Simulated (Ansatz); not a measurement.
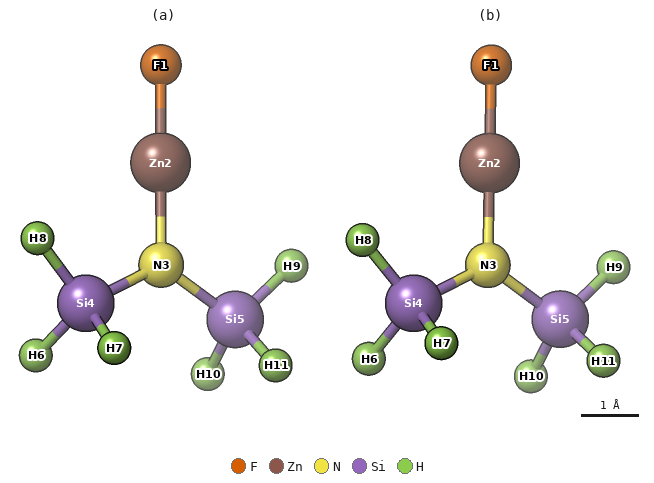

The structure of ZnSi2NH6F before (left) and after (right) a relaxation, at one scale.

Style: ball-and-stick. Shown at a tilt.

The start comes from PBE-D4/def2-SVP.

The calculation used Ansatz, RKS PBE0-D4/def2-TZVP.

Input
```yaml
crystal:
  periodic: [false, false, false]
  atoms:
    - {symbol: F, position_ang: [-1.920057, 2.970485, 1.392542]}
    - {symbol: Zn, position_ang: [-1.039472, 1.606783, 0.754434]}
    - {symbol: N, position_ang: [-0.099213, 0.183612, 0.101117]}
    - {symbol: Si, position_ang: [-0.360397, -1.387725, 0.840901]}
    - {symbol: Si, position_ang: [0.966532, 0.457477, -1.267774]}
    - {symbol: H, position_ang: [-1.031899, -2.365769, -0.092685]}
    - {symbol: H, position_ang: [0.937097, -2.009639, 1.295344]}
    - {symbol: H, position_ang: [-1.254511, -1.195679, 2.042079]}
    - {symbol: H, position_ang: [1.000379, 1.941431, -1.543716]}
    - {symbol: H, position_ang: [0.496352, -0.242267, -2.520025]}
    - {symbol: H, position_ang: [2.370489, -0.015809, -0.981518]}
basis:
  gaussian: {orbitals: def2-TZVP}
hamiltonian: {xc: pbe0, dispersion: d4}
relax: {f_tol: 0.005, max_steps: 150}
```

Run as
```bash
ansatz run in.yaml --threads 4 --pin off --events-out ev --progress --plain --max-ram 11315MiB
```

> What changed between the two?

The largest moves after the best rigid fit, 0.12 Å, are those of H6 and H10. Largest moves by element: H 0.12 Å, F 0.11 Å, Zn 0.06 Å, Si 0.03 Å, N 0.01 Å. Some distances before and after: N3–Si4 1.756 → 1.727 Å, Si4–H6 1.510 → 1.489 Å, Zn2–N3 1.827 → 1.813 Å. The energy falls by 0.049 eV in 9 geometry steps. Largest force component: 0.35 eV/Å at the start, 0.0022 eV/Å at the end.
